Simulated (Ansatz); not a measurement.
# BH₄ (doublet): correlated methods under varied settings at distance B1–H5 = 1.692 Å

Aim: run BH₄ (doublet) at one geometry under a spread of methods and options, and see what each costs and gives.

Computed with Ansatz 0.2.0, Gaussian basis. Level: the settings change from run to run.

21 further runs of the same task are left out: 13 that didn't finish, 8 set aside as unsound or not needed.

### 1 The system

The geometry derives from a PBE0/def2-TZVP stationary point (not a proven minimum). One bond is set to the value named and the two fragments are kept rigid.

5 atoms, charge 0, spin multiplicity 2.

Atoms are counted from 1 here; the program's logs count them from 0.

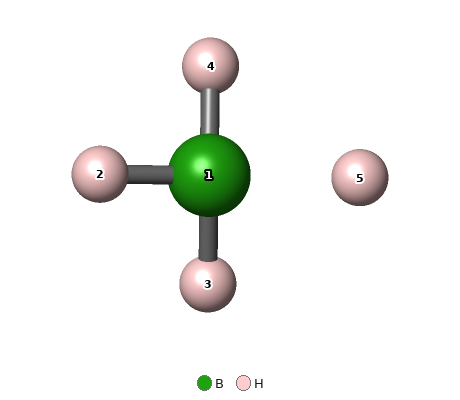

The geometry (boron green, hydrogen pink); atoms are numbered from 1 in the order of the file.

### 2 NEVPT4(SD)(1,9)/6-31G

File in.yaml:

```yaml
crystal:
  periodic: [false, false, false]
  atoms:
    - {symbol: B, position_ang: [-0.011087, 0.021349, 0.021145]}
    - {symbol: H, position_ang: [0.403598, 0.833844, 0.831798]}
    - {symbol: H, position_ang: [-0.435414, -0.786345, 0.831606]}
    - {symbol: H, position_ang: [-0.423899, 0.829995, -0.794298]}
    - {symbol: H, position_ang: [0.574637, -1.106480, -1.095902]}
basis:
  gaussian: {orbitals: 6-31G}
magnetization: {spin_polarized: false, initial_magnetization: 1}
correlation: {method: fic_nevpt4_sd, electrons: outside_noble_gas, active_space: {window: {electrons: 1, orbitals: 9}, states: [{multiplicity: 2, weights: [1, 0.5, 1]}], root: 1}}
scf: {lower_state_search: full}
```

The run is started by

```sh
> ansatz run in.yaml --threads 1 --pin off --events-out ev --progress --plain --max-ram 2393MiB
```

The program printed, shortened:

```text
Functional definition: HF
  name "HF"
  cite "Fock, Z. Phys. 61, 126 (1930) doi:10.1007/BF01340294"
  parent pbe
[...]
397 factors; integrals over basis functions are off by at most 7.1e-8 eV
[...]
mean field -729.86644548 eV, -26.8220971502 hartree, gradient 1.5e-6 eV, S^2 0.750000; 3 other end points of the search recorded, 0 dependent functions left out
reference -729.86644548 eV, -26.8220971502 hartree; 5, 4 occupied and 12, 13 virtual orbitals, 397 factors
state -729.58662189 eV, -26.8118138230 hartree
state -722.88100527 eV, -26.5653869574 hartree
state -719.46961019 eV, -26.4400205005 hartree
state -729.58662189 eV, -26.8118138230 hartree; corrected -732.35026525 eV, -26.9133758430 hartree
state -722.88100527 eV, -26.5653869574 hartree; corrected -728.14466655 eV, -26.7588229414 hartree
state -719.46961019 eV, -26.4400205005 hartree; corrected -733.61204461 eV, -26.9597453793 hartree
WARN: 6 active orbitals are nearly empty or full. The corrections depend on them more than the energy does, and are more stable in an active space without them
WARN: the results are in doubt because the series of the state at -722.88100527 eV, -26.5653869574 hartree diverges, with the sixth order 3.37 times the fourth; more orbitals belong in the active space
WARN: the results are in doubt because a perturber of the state at -719.46961019 eV, -26.4400205005 hartree has the amplitude 2.39; its orbitals belong in the active space
Total energy: -728.14466655 eV, -26.7588229414 hartree
In doubt: the series of the state at -722.88100527 eV, -26.5653869574 hartree diverges, with the sixth order 3.37 times the fourth; more orbitals belong in the active space
In doubt: a perturber of the state at -719.46961019 eV, -26.4400205005 hartree has the amplitude 2.39; its orbitals belong in the active space
```

Run time: 2 s. Hardware: 1 thread of Arm Neoverse V2, shared host; peak memory 0.3 GiB.

From the report: 7 determinants; active occupations (of the averaged states) 0.40, 0.40, 0.20, 0.00, 0.00, 0.00, 0.00, 0.00, 0.00. Mind the lines of doubt at the end of the log.

### 3 NEVPT4(SD)(3,6)/6-31G

Changes to in.yaml since step 2:

```diff
@@ -11,3 +11,4 @@
 magnetization: {spin_polarized: false, initial_magnetization: 1}
-correlation: {method: fic_nevpt4_sd, electrons: outside_noble_gas, active_space: {window: {electrons: 1, orbitals: 9}, states: [{multiplicity: 2, weights: [1, 0.5, 1]}], root: 1}}
-scf: {lower_state_search: full}
+correlation: {method: fic_nevpt4_sd, electrons: outside_noble_gas, active_space: {window: {electrons: 3, orbitals: 6}, states: [{multiplicity: 2, weights: [1, 1]}]}}
+accuracy: high
+scf: {lower_state_search: light}
```

Same command.

The program printed:

```text
Functional definition: HF
  name "HF"
  cite "Fock, Z. Phys. 61, 126 (1930) doi:10.1007/BF01340294"
  parent pbe
  exchange = exact_x
  correlation = 0
412 factors; integrals over basis functions are off by at most 2.5e-9 eV
mean field evaluation 1: about -729.1985 eV, gradient 8.9e0 eV
mean field evaluation 2: about -729.1953 eV, gradient 8.9e0 eV
mean field evaluation 4: about -729.6882 eV, gradient 1.0e0 eV
mean field evaluation 8: about -729.8316 eV, gradient 5.7e-1 eV
mean field evaluation 16: about -729.8664 eV, gradient 1.2e-8 eV
mean field -729.86644548 eV, -26.8220971501 hartree, gradient 1.2e-8 eV, S^2 0.750000; 0 other end points of the search recorded, 0 dependent functions left out
reference -729.86644548 eV, -26.8220971501 hartree; 5, 4 occupied and 12, 13 virtual orbitals, 412 factors
state -730.59733253 eV, -26.8489567538 hartree
state -728.31654704 eV, -26.7651394332 hartree
state -730.59733253 eV, -26.8489567538 hartree; corrected -732.42558315 eV, -26.9161437249 hartree
state -728.31654704 eV, -26.7651394332 hartree; corrected -730.26858408 eV, -26.8368754712 hartree
Total energy: -731.34708362 eV, -26.8765095981 hartree
```

Wall time 0.66 s (1 thread of Arm Neoverse V2, shared host).

From the report: 90 determinants; active occupations (of the averaged states) 1.49, 1.41, 0.09, 0.02, 0.00, 0.00.

### 4 BCCD(T) on UHF/def2-TZVP

File in.yaml:

```yaml
crystal:
  periodic: [false, false, false]
  atoms:
    - {symbol: B, position_ang: [-0.011087, 0.021349, 0.021145]}
    - {symbol: H, position_ang: [0.403598, 0.833844, 0.831798]}
    - {symbol: H, position_ang: [-0.435414, -0.786345, 0.831606]}
    - {symbol: H, position_ang: [-0.423899, 0.829995, -0.794298]}
    - {symbol: H, position_ang: [0.574637, -1.106480, -1.095902]}
basis:
  gaussian: {orbitals: def2-TZVP}
magnetization: {spin_polarized: true, initial_magnetization: 1}
correlation: {method: bccd_t, electrons: outside_noble_gas, diis_vectors: 1}
output: {forces: true}
```

Launched as before.

The program printed, shortened:

```text
Functional definition: HF
  name "HF"
  cite "Fock, Z. Phys. 61, 126 (1930) doi:10.1007/BF01340294"
  parent pbe
[...]
394 factors; integrals over basis functions are off by at most 9.6e-4 eV
[...]
mean field -730.77277025 eV, -26.8554039713 hartree, gradient 9.0e-6 eV, S^2 0.796489; 1 other end points of the search recorded, 0 dependent functions left out
determinant -730.77277025 eV, -26.8554039713 hartree, with singles and doubles -734.93357445 eV, -27.0083107051 hartree
determinant -728.37103561 eV, -26.7671418512 hartree, with singles and doubles -732.65771972 eV, -26.9246745866 hartree
1 core orbitals not correlated: weight in the atoms' cores, before any rotation towards them, 1.000 or more for the frozen orbitals, at most 0.000 for the correlated occupied ones
reference -730.77277025 eV, -26.8554039713 hartree; 4, 3 occupied and 50, 51 virtual orbitals, 394 factors
second order -3.29635180 eV of doubles, -0.00000000 eV of singles
cycle   1  -4.11047173 eV  change   -2.7e-1 eV  update   2.6e-2
[...]
cycle  28  -4.11768767 eV  change    3.4e-7 eV  update   1.2e-6
perturbative correction -0.13210612 eV, -0.0048548105 hartree
[...]
Total energy: -735.02256404 eV, -27.0115810124 hartree
Atom 0 at    -0.011087     0.021349     0.021145 Å, force    -0.060389    -0.145465    -0.145037 eV/Å
Atom 1 at     0.403598     0.833844     0.831798 Å, force     0.596213    -0.119455    -0.114530 eV/Å
Atom 2 at    -0.435414    -0.786345     0.831606 Å, force     0.100896    -0.444317    -0.755462 eV/Å
Atom 3 at    -0.423899     0.829995    -0.794298 Å, force     0.098656    -0.758776    -0.439142 eV/Å
Atom 4 at     0.574637    -1.106480    -1.095902 Å, force    -0.735376     1.468014     1.454171 eV/Å
Dipole moment:     0.039255    -0.047854    -0.047294 e Å
```

It took 5.5 s on 1 thread of Arm Neoverse V2, shared host; peak memory 0.27 GiB.

From the report: ⟨S²⟩ of the determinant 0.796 (pure doublet: 0.75); correlation -4.2498 eV; largest double amplitude 0.07.

### 5 CCSDT on ROHF/cc-pVDZ

Changes to in.yaml since step 4:

```diff
@@ -9,5 +9,5 @@
 basis:
-  gaussian: {orbitals: def2-TZVP}
-magnetization: {spin_polarized: true, initial_magnetization: 1}
-correlation: {method: bccd_t, electrons: outside_noble_gas, diis_vectors: 1}
+  gaussian: {orbitals: cc-pVDZ}
+magnetization: {spin_polarized: false, initial_magnetization: 1}
+correlation: {method: ccsdt, electrons: outside_noble_gas}
 output: {forces: true}
```

Launched as before.

The program printed, shortened:

```text
Functional definition: HF
  name "HF"
  cite "Fock, Z. Phys. 61, 126 (1930) doi:10.1007/BF01340294"
  parent pbe
[...]
633 factors; integrals over basis functions are off by at most 1.8e-7 eV
[...]
mean field -730.34307488 eV, -26.8396129575 hartree, gradient 7.8e-6 eV, S^2 0.750000; 2 other end points of the search recorded, 0 dependent functions left out
determinant -730.34307488 eV, -26.8396129575 hartree, with singles and doubles -734.22306940 eV, -26.9822001261 hartree
determinant -727.53758917 eV, -26.7365132593 hartree, with singles and doubles -731.99308899 eV, -26.9002498576 hartree
1 core orbitals not correlated: weight in the atoms' cores, before any rotation towards them, 1.000 or more for the frozen orbitals, at most 0.000 for the correlated occupied ones
reference -730.34307488 eV, -26.8396129575 hartree; 4, 3 occupied and 29, 30 virtual orbitals, 633 factors
second order -2.89283754 eV of doubles, -0.06293275 eV of singles
cycle   1  -3.50208581 eV  change   -5.4e-1 eV  update   7.0e-2
[...]
cycle  19  -4.00447270 eV  change    2.1e-7 eV  update   8.0e-8
[...]
Total energy: -734.34754758 eV, -26.9867746149 hartree
Atom 0 at    -0.011087     0.021349     0.021145 Å, force     0.040542    -0.318280    -0.316121 eV/Å
Atom 1 at     0.403598     0.833844     0.831798 Å, force     0.732589     0.105299     0.109868 eV/Å
Atom 2 at    -0.435414    -0.786345     0.831606 Å, force    -0.030509    -0.686945    -0.535075 eV/Å
Atom 3 at    -0.423899     0.829995    -0.794298 Å, force    -0.029455    -0.538906    -0.683990 eV/Å
Atom 4 at     0.574637    -1.106480    -1.095902 Å, force    -0.713167     1.438831     1.425317 eV/Å
Dipole moment:     0.041490    -0.045396    -0.044835 e Å
```

Wall time 20 s (1 thread of Arm Neoverse V2, shared host); peak memory 0.34 GiB.

From the report: correlation -4.0045 eV; T1 0.088; largest double amplitude 0.11.

### 6 All runs side by side

 † marks a result that the program doubts.

| level | correlated | functions | energy (eV) | time |
| --- | --- | --- | --- | --- |
| NEVPT4(SD)(1,9)/6-31G (excited root 1 of an average) † | outside noble gas | 17 | -728.1447 | 2 s |
| NEVPT4(SD)(3,6)/6-31G (mean of several states) | outside noble gas | 17 | -731.3471 | 0.66 s |
| BCCD(T) on UHF/def2-TZVP | outside noble gas | 55 | -735.0226 | 5.5 s |
| CCSDT on ROHF/cc-pVDZ | outside noble gas | 34 | -734.3475 | 20 s |

### 7 Summary of results

```
quantity                                                   value
    runs                                                       4
quickest  NEVPT4(SD)(3,6)/6-31G (mean of several states), 0.66 s
 slowest                             CCSDT on ROHF/cc-pVDZ, 20 s
```

In words: Total energies in different bases, with other cores or another treatment of relativity can't be set against each other. CCSDT on ROHF/cc-pVDZ took 30 times as long as NEVPT4(SD)(3,6)/6-31G (mean of several states); the jobs differ in more than the method.
